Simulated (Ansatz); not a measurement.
**KF (Carobbiite): given cell or relaxed cell?**

Aim: gaps of KF (Carobbiite) at the database cell and after a full relaxation.

Program: Ansatz 0.2.0. Level of theory: PBE, HSE06 and G0W0, plane waves, PAW. Results are calculated unless marked as measured.

## 1. Starting point

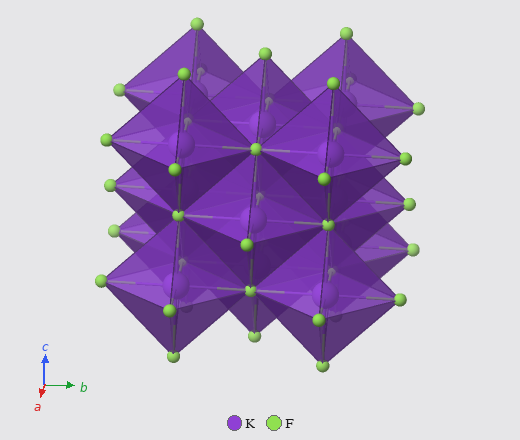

The starting structure, seen slightly off an axis (potassium purple, fluorine green). This picture shows the conventional cell, with its axes. Some periodic images of atoms are drawn too.

As a file:

```cif
data_structure
_symmetry_space_group_name_H-M 'P 1'
_symmetry_Int_Tables_number 1
_cell_length_a 3.7786
_cell_length_b 3.7786
_cell_length_c 3.7786
_cell_angle_alpha 60.000
_cell_angle_beta 60.000
_cell_angle_gamma 60.000
_cell_volume 38.15
loop_
_atom_site_label
_atom_site_type_symbol
_atom_site_fract_x
_atom_site_fract_y
_atom_site_fract_z
_atom_site_occupancy
K1 K 0.00000 0.00000 0.00000 1
F2 F 0.50000 0.50000 0.50000 1
```

The cell and positions come from the Crystallography Open Database and are kept as given unless a step says otherwise.

## 2. PBE bands at the given cell

Levels along a band path, at the cheap level, show where the edges lie and whether the meshes to come will hold them.

This step: DFT, PBE, plane waves, PAW; PAW set soft_1.

The input, input.yaml:

```yaml
crystal:
  lattice:
    - [0.0, 2.67185, 2.67185]
    - [2.67185, 0.0, 2.67185]
    - [2.67185, 2.67185, 0.0]
  atoms:
    - { symbol: K, position: [0.0, 0.0, 0.0] }
    - { symbol: F, position: [0.5, 0.5, 0.5] }
kpoints:
  mp_grid: { grid: [8, 8, 8] }
  band_path:
    path:
      - [[0.0, 0.0, 0.0], [0.5, 0.0, 0.5], [0.625, 0.25, 0.625]]
      - [[0.375, 0.375, 0.75], [0.0, 0.0, 0.0], [0.5, 0.5, 0.5], [0.5, 0.25, 0.75], [0.5, 0.0, 0.5]]
    npoints: 10
hamiltonian:
  xc: pbe
  pseudopotentials: { kind: paw, azcp: { folder: soft_1 } }
scf:
  occupations: { method: fermi_dirac, width: 0.02 }
  n_extra_bands: 4
output:
  eigenvalues: true
```

Command:

```sh
ansatz run input.yaml --threads 24 --pin off --max-ram 82944MiB --backend cuda --events-out ev --progress --plain --runs-dir out --devices 1 --max-vram 78GiB
```

Numbers of over 12 decimals in the logs are rounded to 6 here.

The program printed:

```text
scf.n_extra_bands = 4 over 8 filled bands (N_el = 16.0): the run solves 12 bands
GPUs: using 1 of 1 available (devices: 1).
Engine: ansatz 0.2.0, aarch64-unknown-linux-gnu
Pseudopotentials: kind: paw
Pseudopotential: K, paw, valence charge 9, recommended cutoff 420 eV (normal), soft_1/K.paw.azcp
Pseudopotential: F, paw, valence charge 7, recommended cutoff 420 eV (normal), soft_1/F.paw.azcp
Functional definition: PBE
  parameter kappa = 0.804
  parameter beta = 0.066725
  exchange = pbe_x(kappa = kappa, mu = beta*pi^2/3)
  correlation = pbe_c(beta = beta)
device memory: the entry about to start is reckoned to put 0.7 GiB on a device that reports 182.4 GiB free (of which the cap on the GPU budget leaves the run 78.0 GiB)
GPU FFT provider: cuFFT
GPU libraries: cuBLAS 13.8.1, cuFFT 12.4.0, cuSOLVER 12.3.2
GPU matrix products: emulated (plane waves: as basis.precision tells), large ones in fixed point in workspaces of 1.00 GiB
Crystal: 2 atoms, lattice volume = 38.148 Å³
Basis set: ecut = 420 eV, 725 PW (Γ)
Bands: 12, of which v1, the nominal top of the filled ones, is band 8 counted from 1 (7 counted from 0)
Symmetry: 48 space group operations
Space group: Fm-3m (ITA 225), of the structure as read, at distance tolerance 3.4e-5 Å
k-points: 29 of 512
Non-local potential: K, projectors of the file, l = 0: 3, l = 1: 2, l = 2: 2
Non-local potential: F, projectors of the file, l = 0: 2, l = 1: 2, l = 2: 1
PAW form: soft (Blöchl's): semilocal exchange-correlation on the pseudo side does not see the compensation charge
PAW one-centre angular grid: K, 110 points (default); XC on 64 Gauss nodes
PAW one-centre angular grid: F, 110 points (default); XC on 64 Gauss nodes
Initial density: superposition of atomic densities (chi_scale 0.1, normalization cell, long waves kept (reshape's long-wave potential 0.00 eV rms))
Initial wavefunctions: pseudopotential atomic-orbital guess
GPU buffer pool allocated for 19683 grid points (all kernels)
GPU transforms: local potential and band sums: pruned to the plane-wave sphere, on 25×25×25
Functional: x = pbe(κ = 0.804, μ = 0.219515), c = pbe(β = 0.066725)
SCF iter   1: F=—  HF=-2351.883716 eV  |F-HF|=—  |Δ(HF+E_count)|=         —  Δρ=1.97e-1  dr2=1.28e1  ethr=3.10e-3  ⟨swp⟩=6.8  Hψ=2423  notcnv=0
preconditioner: auto → none  [insulator: Δε(μ)=2.264 eV  Ē_g=15.953 eV  σ=0.020 eV  W_gap=1.00  n_scr=14 (ndim 8)  ℏωp=22.5 eV  f_vac=0.000  D(μ)=0.00/eV (n_scr^D=0)  ε∞_Penn≈3.0]
SCF iter   2: F=—  HF=-2348.878973 eV  |F-HF|=—  |Δ(HF+E_count)|=    3.00e0  Δρ=2.74e-2  dr2=3.56e-1  ethr=3.10e-3  ⟨swp⟩=3.2  Hψ=1037  notcnv=0
SCF iter   3: F=—  HF=-2348.803159 eV  |F-HF|=—  |Δ(HF+E_count)|=   7.58e-2  Δρ=9.18e-3  dr2=2.38e-2  ethr=2.23e-3  ⟨swp⟩=2.6  Hψ=556  notcnv=0
SCF iter   4: F=—  HF=-2348.801728 eV  |F-HF|=—  |Δ(HF+E_count)|=   1.43e-3  Δρ=3.09e-3  dr2=3.18e-3  ethr=1.49e-4  ⟨swp⟩=2.7  Hψ=579  notcnv=0
SCF iter   5: F=—  HF=-2348.800911 eV  |F-HF|=—  |Δ(HF+E_count)|=   8.16e-4  Δρ=1.23e-3  dr2=6.20e-4  ethr=1.99e-5  ⟨swp⟩=2.8  Hψ=526  notcnv=0
SCF iter   6: F=—  HF=-2348.800759 eV  |F-HF|=—  |Δ(HF+E_count)|=   1.52e-4  Δρ=3.99e-4  dr2=6.91e-5  ethr=3.87e-6  ⟨swp⟩=2.0  Hψ=399  notcnv=0
SCF iter   7: F=—  HF=-2348.800742 eV  |F-HF|=—  |Δ(HF+E_count)|=   1.77e-5  Δρ=2.80e-5  dr2=4.73e-7  ethr=4.32e-7  ⟨swp⟩=2.0  Hψ=476  notcnv=0
SCF iter   8: F=-2348.800741 eV  HF=-2348.800741 eV  |F-HF|=2.47e-8  |Δ(HF+E_count)|=   6.64e-8  Δρ=8.84e-6  dr2=3.05e-8  ethr=6.25e-10  ⟨swp⟩=3.8  Hψ=1418  notcnv=0
SCF 1 converged in 8 iterations: F = -2348.800741 eV  dr2 = 3.05e-8
[...]
device memory: the entry about to start is reckoned to put 0.7 GiB on a device that reports 181.8 GiB free (of which the cap on the GPU budget leaves the run 78.0 GiB)
NSCF: frozen V_eff on 62 k-points, pencils in batches of 32, up to order 56
SCF converged after 8 iterations
Free energy (F): -2348.800741 eV
Harris-Foulkes:  -2348.800741 eV  (|F-HF|=2.47e-8)
Internal energy: -2348.800741 eV  (E = F + TS)
E sigma→0 (E₀):  -2348.800741 eV
Fermi energy:    4.569067 eV
--- Per-component energies (eV) ---
  E_band       = -125.310044
  E_kinetic    = 454.183313
  E_local      = -1116.489691  (includes V_loc(G=0)·N_el)
  E_nonlocal   = 99.668119
  E_hartree    = 402.680935
  E_xc         = -213.930443
  E_vxc        = -266.065571  (∫ρ·V_xc dr)
  E_paw        = -986.851735  (= ΣΔE_a)
  E_vpaw       = -101.963154  (= ΣTr[D̂ρ^β])
  E_aug_tail   = 0.000699  (compensation charges beyond the density's cutoff)
  E_ewald      = -988.061939
  E_smearing   = -0.000000  (= −TS)
  E_closure    = -0.000000  (closes the sum)
  Σ components = -2348.800741   (vs F -2348.800741, Δ=0.00e0)
--- Band table (eV; the first three rows and the last of 29) ---
  k-point 0: bands = [... 4 lower, -7.9215, 1.4511, 1.4511, 1.4511, 7.6334, 12.1281, 12.1281, 12.1281]
  k-point 1: bands = [... 4 lower, -7.9270, 1.3116, 1.3984, 1.3984, 8.0657, 11.8832, 12.3336, 12.3336]
  k-point 2: bands = [... 4 lower, -7.9400, 1.0159, 1.2740, 1.2740, 9.1437, 11.5450, 12.8407, 12.8407]
  k-point 28: bands = [... 4 lower, -8.0089, 1.0480, 1.2888, 1.2888, 11.1900, 11.1900, 12.6424, 14.7919]
```

It took 1.6 s on 1 × NVIDIA GB200 (shared by 2 runs) with 24 threads of Arm Neoverse V2, shared host; peak memory 0.95 GiB.

The column dr2 measures how far the density is from self-consistency, as an energy; F and HF (Harris–Foulkes) agree once it is small.

This step gave:

| Property | Result |
| --- | --- |
| filled bands | 8 |
| gap | 6.182 eV |
| valence top at | Γ |
| conduction bottom at | Γ |
| least direct gap | 6.182 eV |

The gap is direct, at Γ.

## 3. The relaxed cell

Cell and ions were relaxed with PBE; that run is not shown. It left this cell:

It takes space group Fm-3m (No. 225, cubic). The conventional cell has a = 5.420 Å, b = 5.420 Å, c = 5.420 Å, α = 90.00°, β = 90.00°, γ = 90.00°. Nearest to K lie 6 F at 2.71 Å. Nearest to F lie 6 K at 2.71 Å. Farther neighbours and most contacts between anions are not listed.

## 4. PBE at the relaxed cell

The cell differs from the one that the last finished run ended in (a 3.779 → 3.832 Å, b 3.779 → 3.832 Å, c 3.779 → 3.832 Å).

input.yaml: that of step 2 with these lines changed.

```diff
@@ -2,5 +2,5 @@
   lattice:
-    - [0.0, 2.67185, 2.67185]
-    - [2.67185, 0.0, 2.67185]
-    - [2.67185, 2.67185, 0.0]
+    - [0.0, 2.7099001802, 2.7099001802]
+    - [2.7099001802, 0.0, 2.7099001802]
+    - [2.7099001802, 2.7099001802, 0.0]
   atoms:
```

The program printed:

```text
[...]
GPUs: using 1 of 1 available (devices: 1).
[...]
GPU FFT provider: cuFFT
GPU libraries: cuBLAS 13.8.1, cuFFT 12.4.0, cuSOLVER 12.3.2
[...]
Crystal: 2 atoms, lattice volume = 39.801 Å³
Basis set: ecut = 420 eV, 749 PW (Γ)
Bands: 12, of which v1, the nominal top of the filled ones, is band 8 counted from 1 (7 counted from 0)
Symmetry: 48 space group operations
[...]
Fermi energy:    4.174678 eV
[...]
--- Band table (eV; the first three rows and the last of 29) ---
  k-point 0: bands = [... 4 lower, -8.3568, 1.1658, 1.1658, 1.1658, 7.1301, 11.7215, 11.7215, 11.7215]
  k-point 1: bands = [... 4 lower, -8.3618, 1.0342, 1.1181, 1.1181, 7.5468, 11.4780, 11.9179, 11.9179]
  k-point 2: bands = [... 4 lower, -8.3740, 0.7555, 1.0058, 1.0058, 8.5956, 11.1252, 12.3998, 12.3998]
  k-point 28: bands = [... 4 lower, -8.4383, 0.7930, 0.9928, 0.9928, 10.7573, 10.7573, 12.1210, 14.2015]
[key lines of the parts left out:]
SCF converged after 8 iterations
Free energy (F): -2348.807608 eV
```

Run time: 1.8 s. Hardware: 1 × NVIDIA GB200 (shared by 2 runs) with 24 threads; peak memory 0.93 GiB; 1.8 s of CPU time.

This step gave:

| Item | Value |
| --- | --- |
| gap | 5.964 eV |
| valence top at | Γ |
| conduction bottom at | Γ |
| least direct gap | 5.964 eV |

The gap is direct, at Γ.

## 5. HSE06 at the relaxed cell

HSE06 mixes in a quarter of exact exchange at short range. Exchange couples all pairs of k points, which makes a full band path dear, so levels are read on the mesh and at chosen points.

This step: DFT, HSE06, plane waves, PAW; PAW set soft_1.

input.yaml, the sections that differ from step 4:

```yaml
kpoints:
  mp_grid: { grid: [6, 6, 6] }
  band_path:
    path:
      - [0.0, 0.0, 0.0]
      - [0.5, 0.0, 0.5]
      - [0.625, 0.25, 0.625]
      - [0.375, 0.375, 0.75]
      - [0.5, 0.5, 0.5]
      - [0.5, 0.25, 0.75]
    npoints: 1
hamiltonian:
  xc: hse06
  pseudopotentials: { kind: paw, azcp: { folder: soft_1 } }
scf:
  occupations: { method: fixed }
  n_extra_bands: 4
# crystal, output: as in step 4
```

The program printed:

```text
[...]
GPUs: using 1 of 1 available (devices: 1).
[...]
davidson cushion auto → on  (no smearing: the cushion is to keep the highest requested band from converging to the state above it; pin scf.eigensolver.cushion to override)
[...]
GPU FFT provider: cuFFT
GPU libraries: cuBLAS 13.8.1, cuFFT 12.4.0, cuSOLVER 12.3.2
[...]
Crystal: 2 atoms, lattice volume = 39.801 Å³
Basis set: ecut = 420 eV, 749 PW (Γ)
[...]
E sigma→0 (E₀):  -2349.491591 eV
Fermi energy:    -0.415324 eV
[...]
--- Band table (eV; the first three rows and the last of 16) ---
  k-point 0: bands = [... 4 lower, -10.0628, -0.4153, -0.4153, -0.4153, 7.5312, 12.4727, 12.4727, 12.4727]
  k-point 1: bands = [... 4 lower, -10.0704, -0.6234, -0.4965, -0.4965, 8.2551, 12.0161, 12.8393, 12.8393]
  k-point 2: bands = [... 4 lower, -10.0853, -0.9860, -0.6548, -0.6548, 9.8415, 11.6483, 13.5812, 13.5812]
  k-point 15: bands = [... 4 lower, -10.1706, -0.7154, -0.6080, -0.5332, 10.5714, 12.1472, 12.6456, 15.3345]
[key lines of the parts left out:]
Free energy (F): -2349.491591 eV
```

It took 4 s on 1 × NVIDIA GB200 (shared by 2 runs) with 24 threads; peak memory 1.1 GiB; 10 s of CPU time.

This step gave:

```
gap                  : 7.946 eV
valence top at       : Γ
conduction bottom at : Γ
least direct gap     : 7.946 eV
```

The gap stands +1.98 eV against PBE.

## 6. G0W0 at the relaxed cell

G0W0 replaces the xc potential by the self-energy, built once from these orbitals. Only a window of levels is corrected, while the sums run over the empty bands that the input names. This step takes PAW set soft_1 files.

This step: G0W0 on PBE, plane waves, PAW; PAW set soft_1.

The input, input.yaml:

```yaml
crystal:
  lattice:
    - [0.0, 2.7099001802, 2.7099001802]
    - [2.7099001802, 0.0, 2.7099001802]
    - [2.7099001802, 2.7099001802, 0.0]
  atoms:
    - { symbol: K, position: [0.0, 0.0, 0.0] }
    - { symbol: F, position: [0.5, 0.5, 0.5] }
kpoints:
  mp_grid: { grid: [6, 6, 6] }
hamiltonian:
  xc: pbe
  pseudopotentials: { kind: paw, azcp: { folder: soft_1 } }
scf:
  occupations: { method: fixed }
gw:
  n_empty_bands: 118
  ecut_chi: 120
  qp_bands: [v2, c2]
  qp_kpoints: band_edges
  screening: { model: contour_deformation }
```

The program printed:

```text
GPUs: using 1 of 1 available (devices: 1).
[...]
Crystal: 2 atoms, lattice volume = 39.801 Å³
Basis set: ecut = 420 eV, 749 PW (Γ)
Bands: 12, of which v1, the nominal top of the filled ones, is band 8 counted from 1 (7 counted from 0)
Symmetry: 48 space group operations
[...]
k-points: 16 of 216
[...]
3     9     10.0662    -7.1180    -2.8336   -11.7544  0.8727    11.8909    11.8690  root
[...]
15     7      0.9597   -30.0047     5.2737   -22.3348  0.7880    -1.5158    -1.4366  root
    15     8      1.0395   -30.2701     5.3364   -22.5601  0.7869    -1.4115    -1.3342  root
    15     9     10.0291    -4.5871    -3.0737    -9.4220  0.8855    11.8104    11.7903  root
    15    10     11.5713    -5.8250    -3.1445   -10.7555  0.8725    13.3833    13.3572  root
[key lines of the parts left out:]
SCF converged after 9 iterations
Free energy (F): -2348.807657 eV
Fermi energy:    1.166017 eV
```

The job ended after 4.1 s (1 × NVIDIA GB200 (shared by 2 runs) with 24 threads; peak memory 1.2 GiB).

Numbers from this step:

| Quantity | Value |
| --- | --- |
| bands summed | 126 |
| RPA ε∞ on this mesh (eigenvalues) | 1.876, 1.876, 1.876 |
| plane waves in the screening matrix | 113 |
| G0W0 gap on the mesh | 9.340 eV |
| k of the valence top | 0, 0, 0 |
| k of the conduction bottom | 0, 0, 0 |
| starting gap on the mesh | 5.964 eV |
| least direct G0W0 gap on the computed points | 9.340 eV |

The gap on the mesh goes from 5.96 eV to 9.34 eV, a correction of +3.38 eV. Between the two edge states, bare exchange in place of the xc potential would open the gap by 11.70 eV, and correlation takes back 8.32 eV.

## 7. G0W0 at the given cell

input.yaml, the sections that differ from step 6:

```yaml
crystal:
  lattice:
    - [0.0, 2.67185, 2.67185]
    - [2.67185, 0.0, 2.67185]
    - [2.67185, 2.67185, 0.0]
  atoms:
    - { symbol: K, position: [0.0, 0.0, 0.0] }
    - { symbol: F, position: [0.5, 0.5, 0.5] }
gw:
  n_empty_bands: 113
  ecut_chi: 120
  qp_bands: [v2, c2]
  qp_kpoints: band_edges
  screening: { model: contour_deformation }
# kpoints, hamiltonian, scf: as in step 6
```

The program printed:

```text
GPUs: using 1 of 1 available (devices: 1).
[...]
Crystal: 2 atoms, lattice volume = 38.148 Å³
Basis set: ecut = 420 eV, 725 PW (Γ)
Bands: 12, of which v1, the nominal top of the filled ones, is band 8 counted from 1 (7 counted from 0)
Symmetry: 48 space group operations
[...]
k-points: 16 of 216
[...]
1    10     11.7506    -5.0473    -3.3794   -10.5893  0.8820    13.9458    13.9133  root
[...]
15     7      1.2594   -30.1333     5.2711   -22.4698  0.7910    -1.2074    -1.1330  root
    15     8      1.3334   -30.3738     5.3360   -22.6669  0.7898    -1.1104    -1.0376  root
    15     9     10.4060    -4.6988    -3.1310    -9.5948  0.8857    12.1902    12.1710  root
    15    10     12.0721    -5.9538    -3.2236   -10.9959  0.8727    13.9164    13.8906  root
[key lines of the parts left out:]
SCF converged after 9 iterations
Free energy (F): -2348.800704 eV
Fermi energy:    1.451312 eV
```

It took 3.4 s on 1 × NVIDIA GB200 (shared by 2 runs) with 24 threads; peak memory 1.2 GiB.

Numbers from this step:

| Quantity | Value |
| --- | --- |
| bands summed | 121 |
| RPA ε∞ on this mesh (eigenvalues) | 1.902, 1.902, 1.902 |
| plane waves in the screening matrix | 113 |
| G0W0 gap on the mesh | 9.556 eV |
| k of the valence top | 0, 0, 0 |
| k of the conduction bottom | 0, 0, 0 |
| starting gap on the mesh | 6.182 eV |
| least direct G0W0 gap on the computed points | 9.556 eV |

The gap on the mesh goes from 6.18 eV to 9.56 eV, a correction of +3.37 eV. Between the two edge states, bare exchange in place of the xc potential would open the gap by 11.77 eV, and correlation takes back 8.40 eV.

## 8. Together

G0W0 rows are gaps on the mesh, lowered by the amount that the mesh misses the start's edges, a rough step that assumes the same correction there.

```
   level  given cell (eV)  relaxed cell (eV)  change (eV)
     PBE             6.18               5.96        −0.22
   HSE06                -               7.95            -
G0W0@PBE             9.56               9.34        −0.22
```

## 9. Summary of results

- volume change: +4.3 %
- PBE, given cell: 6.18 eV
- PBE, relaxed cell: 5.96 eV
- HSE06, relaxed cell: 7.95 eV
- G0W0@PBE, relaxed cell: 9.34 eV
- G0W0@PBE, given cell: 9.56 eV
- known limits: not at the basis limit

**Reading.** Relaxation changes the volume by +4.3 % and the gap by −0.22 eV (PBE) and −0.22 eV (G0W0@PBE). Bands and cutoff are finite, so the gap is not at the basis limit. The miss can reach some tenths of an eV and take either sign; the mesh is an error of its own.

[Paths, hosts, dates, memory and timing lines, banners, echoed tables and standing remarks are left out of the program output.]

[Logs are printed without paths, hosts, clocks, repeated set-up lines and the standing remarks that a program may print on its own settings, such as how far it seeks lower states.]

[Runs of the session that timed out or met a known fault of the program may be left out.]

[Cells called generated may have been cut or substituted from an entry of the Crystallography Open Database or the Materials Project.]

[No measured gap is set beside runs whose start may be inverted or whose files or cutoffs have a known fault.]

[Hosts, paths, dates, database ids (printed as entryN), source tags and the programs' standing remarks are cut or masked in the printed files.]
